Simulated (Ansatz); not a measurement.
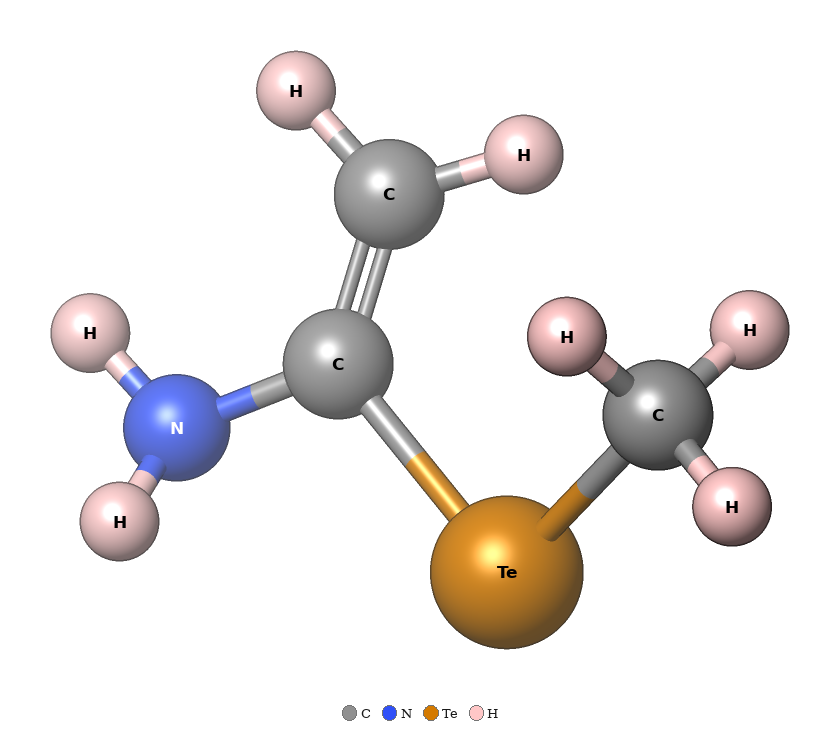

Orthographic view. Depth is shown by fading: the farther an atom, the more it takes the colour of the background. The computed structure is the end point of a PBE0-D4/def2-TZVP optimisation. No frequency run is at hand to confirm it as a minimum.

Question: Write the InChI string.

Answer: InChI=1S/C3H7NTe/c1-3(4)5-2/h1,4H2,2H3
